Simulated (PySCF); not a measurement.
C$_{2}$H$_{5}$F, SMILES `CCF`.

PySCF calculation, PBE/def2-TZVP, gas phase; geometry: GFN2-xTB. No frequency check shows the geometry to be a minimum. A basis without diffuse functions makes polarisabilities too small.

Geometry (Å), atoms numbered from 1:

```
C1       1.1975    0.2147    0.0003
C2      -0.1184   -0.5400    0.0002
F3      -1.1744    0.3414    0.0002
H4       1.2694    0.8430    0.8834
H5       2.0215   -0.4929   -0.0022
H6       1.2673    0.8462   -0.8832
H7      -0.2303   -1.1602    0.8947
H8      -0.2324   -1.1569   -0.8982
```

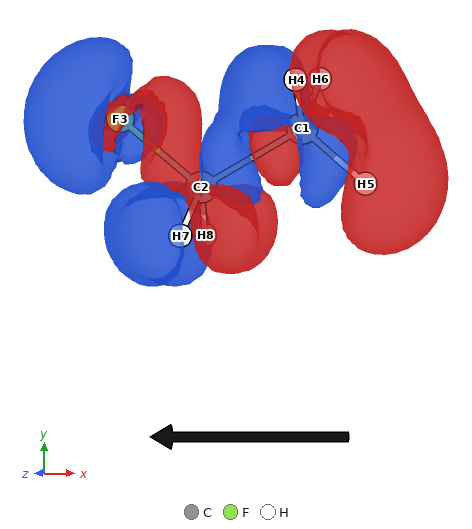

Change of the electron density in a uniform field of 0.21 V/Å along −x (arrow), surfaces at ±0.001 e/Å³ (red: gain, blue: loss).

The field was applied in both directions; the picture shows the one opposite to the script's first.

**How large is the response?**

The induced dipole is 0.30 D (along the field); α along this axis, from the fields in both directions, is 29 bohr³ (4.3 Å³).
